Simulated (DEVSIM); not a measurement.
Structure: Cr/SiO2/p-Si capacitor, at 400 K.

```tsv
layer (left to right)	material	thickness (nm)	Na (cm⁻³)
1	SiO2	30.0	-
2	Si	1100	2.7e17
```

Metal gate on the left, work function 4.5 eV. Fixed charge at the semiconductor interface 0 cm⁻² (in units of +e); interface traps 5.9e11 cm⁻² eV⁻¹, uniform in energy, neutral level at 0.7 of the gap above the valence band.

Constants are typed, rounded textbook-type inputs, not results; the design itself was drawn at random and stands for no fabricated device. Values at 300 K; Nc and Nv go as T^1.5, mobilities as T to minus their exponent, the gap by Varshni's rule with the affinity fixed.

```csv
parameter,SiO2,Si
gap (eV),9,1.124
affinity (eV),0.9,4.05
permittivity,3.9,11.7
Nc (cm⁻³),-,2.86e19
Nv (cm⁻³),-,3.1e19
Varshni α (eV/K),-,0.000473
Varshni β (K),-,636
```

Simulated with DEVSIM: 1D Poisson equation in equilibrium, Boltzmann statistics, complete ionisation; no quantum confinement or tunnelling. Metal contacts follow the ideal Schottky-Mott rule: no Fermi-level pinning, no interface dipoles.

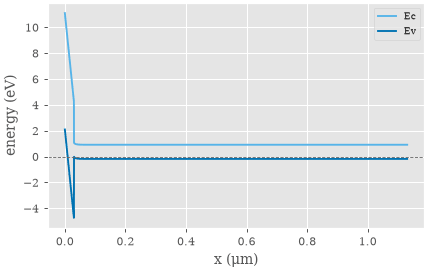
Figure: Band edges at -7.5 V on the gate

Energies count from the Fermi level of the right contact; mesh points crowd at the junctions.

| x (μm) | Ec (eV) | Ev (eV) | n (cm⁻³) | p (cm⁻³) | field (V/cm) |
|---|---|---|---|---|---|
| 0.000 | 11.100 | 2.100 | < 1e2 | < 1e2 | -2300000 |
| 0.001325 | 10.797 | 1.797 | < 1e2 | < 1e2 | -2300000 |
| 0.004043 | 10.176 | 1.176 | < 1e2 | < 1e2 | -2300000 |
| 0.009617 | 8.901 | -0.099 | < 1e2 | < 1e2 | -2300000 |
| 0.02199 | 6.072 | -2.928 | < 1e2 | < 1e2 | -2300000 |
| 0.02674 | 4.987 | -4.013 | < 1e2 | < 1e2 | -2300000 |
| 0.02906 | 4.457 | -4.543 | < 1e2 | < 1e2 | -2300000 |
| 0.03064 | 1.061 | -0.036 | 1900000 | 1.7e19 | -410000 |
| 0.03277 | 1.007 | -0.090 | 9100000 | 3.5e18 | -170000 |
| 0.03739 | 0.961 | -0.135 | 3.4e7 | 9.4e17 | -60000 |
| 0.04746 | 0.930 | -0.166 | 8.4e7 | 3.8e17 | -14000 |
| 0.08199 | 0.918 | -0.178 | 1.2e8 | 2.7e17 | -290 |
| 0.1446 | 0.918 | -0.178 | 1.2e8 | 2.7e17 | ≈ 0 |
| 0.2808 | 0.918 | -0.178 | 1.2e8 | 2.7e17 | ≈ 0 |
| 0.6813 | 0.918 | -0.178 | 1.2e8 | 2.7e17 | ≈ 0 |
| 0.9245 | 0.918 | -0.178 | 1.2e8 | 2.7e17 | ≈ 0 |
| 1.036 | 0.918 | -0.178 | 1.2e8 | 2.7e17 | ≈ 0 |
| 1.088 | 0.918 | -0.178 | 1.2e8 | 2.7e17 | ≈ 0 |
| 1.116 | 0.918 | -0.178 | 1.2e8 | 2.7e17 | ≈ 0 |
| 1.124 | 0.918 | -0.178 | 1.2e8 | 2.7e17 | ≈ 0 |
| 1.128 | 0.918 | -0.178 | 1.2e8 | 2.7e17 | ≈ 0 |
| 1.130 | 0.918 | -0.178 | 1.2e8 | 2.7e17 | ≈ 0 |
